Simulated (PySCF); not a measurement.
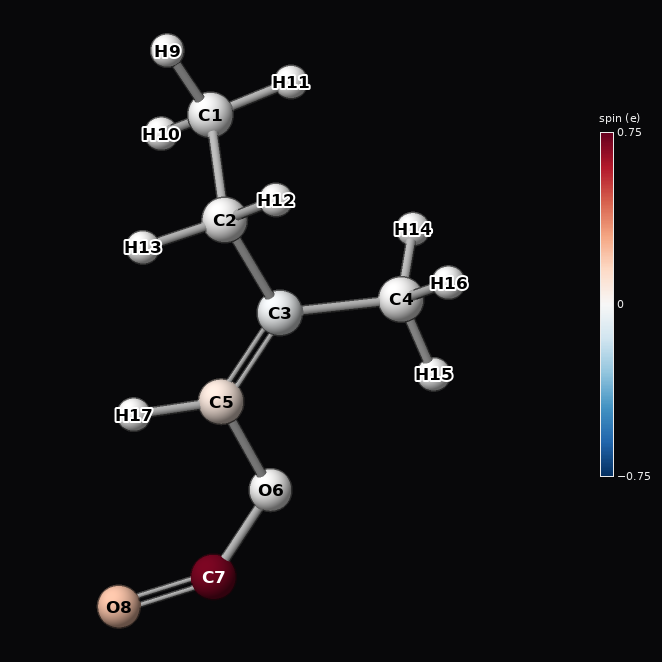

Atoms are coloured by their Mulliken spin populations. State: neutral, doublet. The computed structure is the end point of a GFN2-xTB optimisation. No frequency run is at hand to confirm it as a minimum. Properties computed with UKS B3LYP, pcH-1 on C H O, non-relativistic (PySCF 2.14.0).

List the Mulliken spin populations.

```json
{"atom": "C1", "value (e)": "0.00"}
{"atom": "C2", "value (e)": "0.01"}
{"atom": "C3", "value (e)": "−0.02"}
{"atom": "C4", "value (e)": "0.00"}
{"atom": "C5", "value (e)": "0.08"}
{"atom": "O6", "value (e)": "0.00"}
{"atom": "C7", "value (e)": "0.71"}
{"atom": "O8", "value (e)": "0.22"}
{"atom": "H9", "value (e)": "0.00"}
{"atom": "H10", "value (e)": "0.00"}
{"atom": "H11", "value (e)": "0.00"}
{"atom": "H12", "value (e)": "0.00"}
{"atom": "H13", "value (e)": "0.00"}
{"atom": "H14", "value (e)": "0.00"}
{"atom": "H15", "value (e)": "0.00"}
{"atom": "H16", "value (e)": "0.00"}
{"atom": "H17", "value (e)": "0.00"}
```

Mulliken values depend strongly on the basis set.
